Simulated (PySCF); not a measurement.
**Run report: C₄H₁₂B₃N₃, geometry relaxation (part 2 of 2)**

The same run, continued: C₄H₁₂B₃N₃; PBE0-D3(BJ)/def2-SVP geometry optimisation, gas phase (PySCF 2.14.0). It belongs to a series of runs on one base structure; here: H on N replaced by cBu.

Geometry of the input (Å):
```
B  3.2437  0.4775  0.2632
N  2.8349  -0.3734  -0.7892
B  1.4730  -0.7109  -1.0684
N  0.5002  -0.1500  -0.2510
C  -0.9160  -0.5003  -0.5276
C  -1.7689  -1.0255  0.6529
C  -2.8591  -0.0232  0.3051
C  -1.9069  0.6688  -0.6978
B  0.8005  0.7373  0.8393
N  2.1668  1.0297  1.0511
H  4.3388  0.7686  0.4750
H  3.5645  -0.7694  -1.3633
H  1.2047  -1.4278  -1.9546
H  -0.9584  -1.1721  -1.3636
H  -1.3040  -0.8558  1.6199
H  -2.0429  -2.0664  0.5967
H  -3.7301  -0.4698  -0.1742
H  -3.2212  0.6075  1.1339
H  -2.3095  0.7894  -1.6996
H  -1.5535  1.6171  -0.3286
H  -0.0288  1.2141  1.5068
H  2.4069  1.6389  1.7875
```

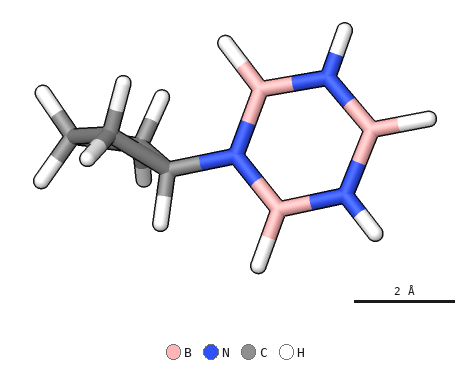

The geometry at step 9 of the log (stick view, seen at a tilt).

Trajectory as extended XYZ, continued
```
22
Properties=species:S:1:pos:R:3:forces:R:3 step=7 energy=-10828.11278
B     3.2128    0.0229    0.0975    0.0936   0.0072   0.0225
N     2.7844   -0.8322   -0.9566   -0.0734  -0.0395   0.0020
B     1.4075   -1.1101   -1.2141    0.1288  -0.0007  -0.0605
N     0.4112   -0.5055   -0.3864   -0.1216  -0.0377  -0.0030
C    -0.9916   -0.7798   -0.6427    0.0460  -0.0817  -0.1026
C    -1.9106   -1.2894    0.4837   -0.0321  -0.0502  -0.0247
C    -3.0469   -0.4448   -0.1274   -0.0062   0.0346   0.0604
C    -1.9818    0.3760   -0.8801    0.0116   0.0363   0.0322
B     0.8039    0.3621    0.6838   -0.0453   0.0770   0.0385
N     2.1903    0.6156    0.8935    0.0282   0.0410   0.1304
H     4.3872    0.2308    0.3140   -0.0619   0.0044  -0.0278
H     3.4796   -1.2735   -1.5422    0.0259  -0.0084  -0.0265
H     1.0891   -1.8456   -2.1247   -0.0008   0.0316   0.0558
H    -1.0435   -1.4817   -1.4933    0.0075   0.0793   0.0821
H    -1.6001   -0.8925    1.4608    0.0199  -0.0033   0.0115
H    -2.0488   -2.3791    0.5667    0.0075   0.0363   0.0250
H    -3.6892   -1.0273   -0.8043    0.0161  -0.0139  -0.0214
H    -3.6908    0.1033    0.5753   -0.0309  -0.0148  -0.0172
H    -2.1770    0.6716   -1.9220   -0.0005   0.0163  -0.0022
H    -1.6892    1.2683   -0.3044    0.0004  -0.0266  -0.0375
H    -0.0187    0.8810    1.4055    0.0235  -0.0162  -0.0302
H     2.4564    1.2247    1.6593   -0.0363  -0.0710  -0.1067
22
Properties=species:S:1:pos:R:3:forces:R:3 step=8 energy=-10828.11541
B     3.2165    0.0119    0.1088   -0.0147   0.0169  -0.0076
N     2.7888   -0.8450   -0.9449   -0.0093  -0.0009   0.0283
B     1.4119   -1.1125   -1.2019   -0.0023  -0.0201  -0.0219
N     0.4106   -0.5040   -0.3795   -0.0039   0.0105   0.0248
C    -0.9898   -0.7740   -0.6409   -0.0106  -0.0167  -0.0219
C    -1.9171   -1.2826    0.4798   -0.0116   0.0169   0.0021
C    -3.0513   -0.4491   -0.1506    0.0230   0.0053   0.0088
C    -1.9782    0.3828   -0.8811   -0.0129   0.0098   0.0189
B     0.8019    0.3678    0.6895    0.0280  -0.0231  -0.0481
N     2.1913    0.6064    0.9019    0.0054  -0.0172   0.0253
H     4.3875    0.2263    0.3203    0.0003   0.0031   0.0020
H     3.4829   -1.2874   -1.5326   -0.0120   0.0096   0.0059
H     1.0889   -1.8487   -2.1065   -0.0088  -0.0072  -0.0086
H    -1.0424   -1.4717   -1.4898    0.0079  -0.0062  -0.0161
H    -1.6170   -0.8734    1.4559    0.0070  -0.0012  -0.0033
H    -2.0476   -2.3710    0.5753   -0.0046  -0.0073   0.0109
H    -3.6640   -1.0412   -0.8472    0.0075  -0.0025  -0.0054
H    -3.7241    0.0866    0.5344   -0.0092  -0.0097  -0.0101
H    -2.1588    0.6925   -1.9218   -0.0058   0.0009   0.0008
H    -1.6947    1.2675   -0.2918    0.0090   0.0078  -0.0042
H    -0.0191    0.8955    1.4032    0.0051   0.0042  -0.0018
H     2.4579    1.2177    1.6611    0.0128   0.0272   0.0209
22
Properties=species:S:1:pos:R:3:forces:R:3 step=9 energy=-10828.11539
B     3.2169    0.0016    0.1255   -0.0285   0.0210  -0.0057
N     2.7845   -0.8569   -0.9257    0.0610  -0.0308  -0.0252
B     1.4103   -1.1230   -1.1936   -0.0166   0.0481   0.0787
N     0.4122   -0.5046   -0.3737    0.0459   0.0056   0.0055
C    -0.9881   -0.7665   -0.6392   -0.0294   0.0249   0.0322
C    -1.9246   -1.2702    0.4758   -0.0099   0.0233  -0.0038
C    -3.0547   -0.4557   -0.1854    0.0248   0.0064   0.0047
C    -1.9727    0.3926   -0.8832   -0.0222  -0.0088   0.0036
B     0.8085    0.3684    0.6931   -0.0286   0.0001  -0.0013
N     2.1964    0.6036    0.9187   -0.0216  -0.0930  -0.0896
H     4.3882    0.2132    0.3334    0.0253  -0.0033   0.0033
H     3.4794   -1.3014   -1.5111    0.0027   0.0094   0.0093
H     1.0861   -1.8601   -2.0963    0.0022  -0.0088  -0.0150
H    -1.0429   -1.4633   -1.4877    0.0082  -0.0269  -0.0390
H    -1.6418   -0.8395    1.4482    0.0023   0.0010  -0.0081
H    -2.0452   -2.3577    0.5910   -0.0084  -0.0181  -0.0022
H    -3.6289   -1.0602   -0.9042    0.0015   0.0026   0.0000
H    -3.7628    0.0645    0.4753   -0.0006  -0.0016  -0.0008
H    -2.1336    0.7219   -1.9211   -0.0078  -0.0120  -0.0020
H    -1.7027    1.2665   -0.2722    0.0091   0.0127   0.0067
H    -0.0132    0.9038    1.3989   -0.0178   0.0122   0.0128
H     2.4627    1.2176    1.6751    0.0082   0.0363   0.0360
22
Properties=species:S:1:pos:R:3:forces:R:3 step=10 energy=-10828.11626
B     3.2163    0.0076    0.1212   -0.0113   0.0069  -0.0035
N     2.7885   -0.8536   -0.9293    0.0136  -0.0065   0.0021
B     1.4133   -1.1208   -1.1936   -0.0168   0.0068   0.0158
N     0.4114   -0.5057   -0.3761    0.0224   0.0045   0.0058
C    -0.9889   -0.7704   -0.6423   -0.0137  -0.0010   0.0018
C    -1.9218   -1.2768    0.4748   -0.0037   0.0062  -0.0031
C    -3.0527   -0.4519   -0.1711    0.0121   0.0034   0.0036
C    -1.9747    0.3890   -0.8830   -0.0075   0.0004   0.0060
B     0.8034    0.3681    0.6907   -0.0035  -0.0023  -0.0100
N     2.1917    0.6040    0.9131   -0.0030  -0.0222  -0.0121
H     4.3870    0.2239    0.3307    0.0075  -0.0004   0.0019
H     3.4842   -1.2960   -1.5150   -0.0015   0.0033   0.0032
H     1.0908   -1.8587   -2.0971    0.0011  -0.0049  -0.0061
H    -1.0415   -1.4667   -1.4927    0.0053  -0.0063  -0.0132
H    -1.6295   -0.8575    1.4492    0.0029   0.0029  -0.0038
H    -2.0487   -2.3649    0.5804   -0.0035  -0.0046   0.0007
H    -3.6438   -1.0499   -0.8814    0.0021   0.0007  -0.0023
H    -3.7460    0.0741    0.5007   -0.0039  -0.0016  -0.0016
H    -2.1457    0.7099   -1.9219   -0.0033  -0.0056  -0.0012
H    -1.6967    1.2678   -0.2820    0.0044   0.0025   0.0010
H    -0.0191    0.9029    1.3970   -0.0026   0.0042   0.0045
H     2.4566    1.2202    1.6693    0.0029   0.0138   0.0106
22
Properties=species:S:1:pos:R:3:forces:R:3 step=11 energy=-10828.11636
B     3.2157    0.0080    0.1255   -0.0042   0.0013  -0.0005
N     2.7901   -0.8556   -0.9238    0.0034   0.0001   0.0037
B     1.4149   -1.1224   -1.1899   -0.0118  -0.0019   0.0043
N     0.4116   -0.5057   -0.3756    0.0096   0.0029   0.0014
C    -0.9885   -0.7704   -0.6445   -0.0070  -0.0040  -0.0027
C    -1.9223   -1.2774    0.4716   -0.0005  -0.0013  -0.0007
C    -3.0525   -0.4519   -0.1741    0.0037   0.0010   0.0016
C    -1.9743    0.3894   -0.8845   -0.0010   0.0039   0.0029
B     0.8015    0.3694    0.6906    0.0011  -0.0007  -0.0048
N     2.1896    0.6044    0.9152    0.0000  -0.0015   0.0012
H     4.3863    0.2255    0.3361    0.0023  -0.0001   0.0016
H     3.4867   -1.2982   -1.5081   -0.0006   0.0003   0.0012
H     1.0940   -1.8615   -2.0933    0.0017  -0.0021  -0.0020
H    -1.0395   -1.4659   -1.4959    0.0039  -0.0004  -0.0043
H    -1.6298   -0.8586    1.4460    0.0013   0.0021  -0.0015
H    -2.0498   -2.3656    0.5768   -0.0014  -0.0003   0.0001
H    -3.6422   -1.0495   -0.8860    0.0001   0.0004  -0.0016
H    -3.7472    0.0728    0.4972   -0.0013  -0.0006  -0.0011
H    -2.1454    0.7107   -1.9233   -0.0011  -0.0038  -0.0010
H    -1.6959    1.2678   -0.2830    0.0015  -0.0001  -0.0010
H    -0.0219    0.9063    1.3945    0.0001   0.0009   0.0014
H     2.4532    1.2231    1.6702    0.0001   0.0038   0.0017
```

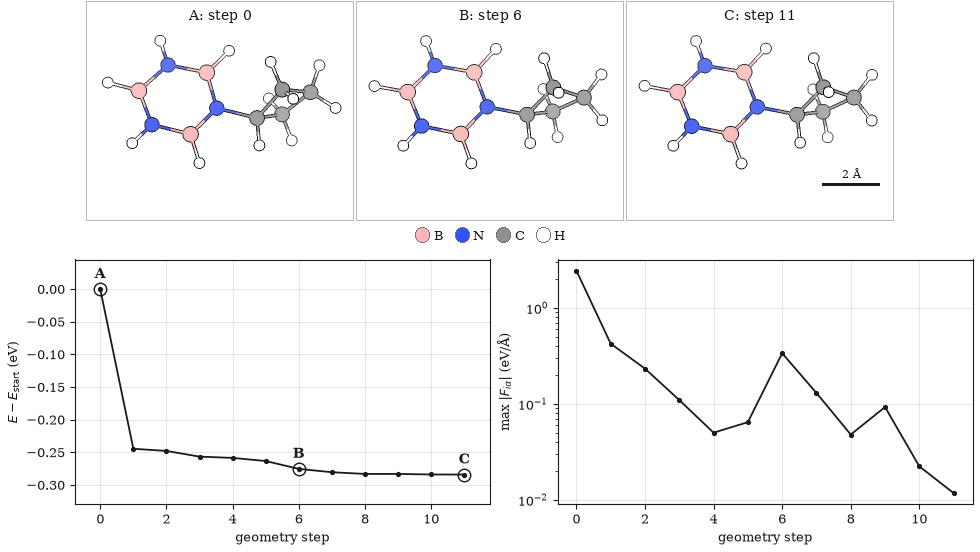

Frames of the relaxation (ball-and-stick view, seen at a tilt) above the curves, on which the letters mark them (steps are counted from 0).

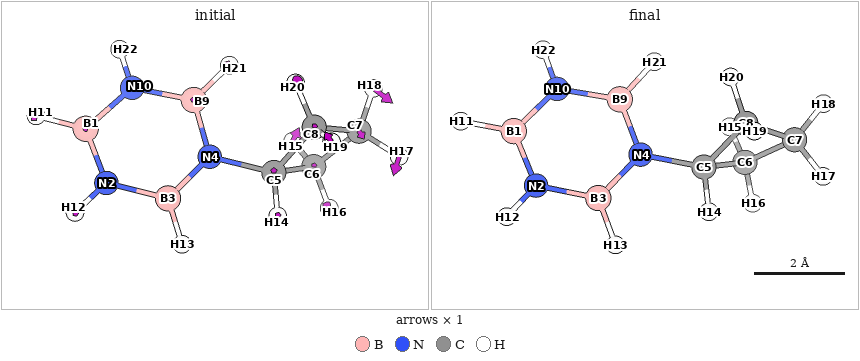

Before (left) and after (right) the relaxation, at one scale (ball-and-stick view, seen at a tilt). The pink arrows give the displacements, at true length. The atom that moves furthest after the best rigid fit is H18 (0.59 Å). Largest moves by element: H 0.59 Å, C 0.25 Å, N 0.11 Å, B 0.09 Å. Among the contacts that change: B1–H11 1.153 → 1.209 Å, B3–N4 1.389 → 1.432 Å, B3–H13 1.171 → 1.211 Å, N4–C5 1.485 → 1.450 Å. Among the angles that change: C7–C8–H19 114.8° → 119.1°, C5–C8–H20 114.8° → 110.7°, B3–N4–B9 123.3° → 119.7°. Over 11 geometry steps the energy falls by 0.284 eV. The largest force component goes from 2.5 to 0.012 eV/Å. (Atoms are counted from 1 in the order of the input.)

Summary

| quantity | value |
| --- | --- |
| outcome | converged |
| total energy | −397.925940 hartree |
| dipole moment | 0.18 D |
| point group | Cs |
| hardware | 1 CPU thread, shared host |
| wall time | 3.4 min |
| peak memory | 0.92 GiB |
